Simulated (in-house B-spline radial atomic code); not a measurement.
# Run report: Br⁷⁺, RPA and GW calculation

- system: Br⁷⁺, configuration [Ar] 3d10.
- method: RPA, second-order and SOSEX correlation energies and G0W0 (contour deformation) on a scalar-relativistic (spin-free one-electron X2C) mean field, all electrons, B-spline basis (in-house B-spline radial atomic code)

## Key numbers

- outcome: converged
- mean-field total energy: −2591.36471 hartree
- total energy with exact exchange alone: −2591.36471 hartree
- exact exchange energy: −88.46756 hartree
- RPA correlation, extrapolated in the angular momentum of the empty orbitals: −2.14039 hartree
- RPA correlation, as summed: −2.11256 hartree
- direct second-order term: −2.40728 hartree
- second-order exchange term: 0.70261 hartree
- SOSEX term: 0.65717 hartree
- hardware: 1 thread of Intel Xeon (Granite Rapids), 16 GiB of memory available, shared host
- wall time: 2.6 s

## Remarks

To bear in mind: spin-orbit coupling, Breit and QED terms are absent.

## Input
```
Z = 35
electrons = 28.0
configuration = [Ar] 3d10
hamiltonian = x2c
method = oep
lmax = 9
rms_radius = 4.1629
spin_polarised = False
box_radius = 8.41
intervals = 98
```

The run was one of a batch that the task file lists, launched with:
```bash
python <driver script> task.json out
```

The program writes its results to a structured record and prints no log; tables and figures of this report are taken from that record.

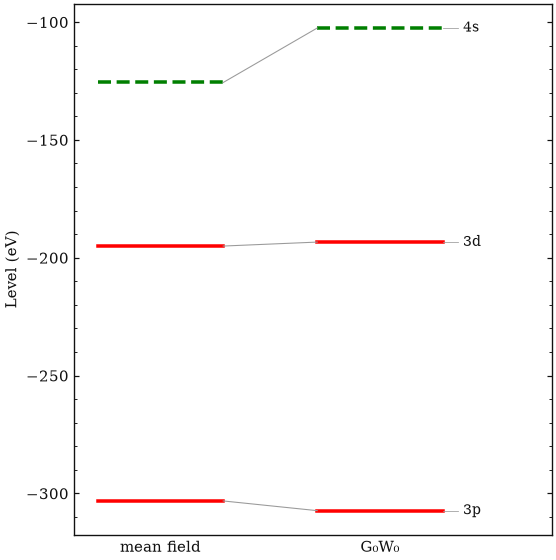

Figure 1. Mean-field and G₀W₀ levels (solid occupied, dashed empty) for Br⁷⁺ ([Ar] 3d¹⁰). All-electron spherical atom, scalar X2C, exchange-only OEP start, no spin-orbit coupling, Breit or QED terms; computed with a B-spline radial code. The quasi-particle equation is solved at full frequency; levels of low quasi-particle weight Z are left out. Σ columns are in eV, and Σc holds an estimate for the angular momenta beyond the basis. G₀W₀ moves the highest occupied level, 3d, from −195.04 to −193.35 eV (renormalisation factor Z = 0.97). The empty level 4s goes from −125.63 to −102.51 eV.

```
Level  Mean field (eV)  Σx − vxc (eV)  Σc (eV)     Z  G₀W₀ (eV)
   4s          −125.63          24.80    −1.67  0.99    −102.51
   3d          −195.04           0.00     1.69  0.97    −193.35
   3p          −303.19         −11.11     6.98  0.93    −307.32
```
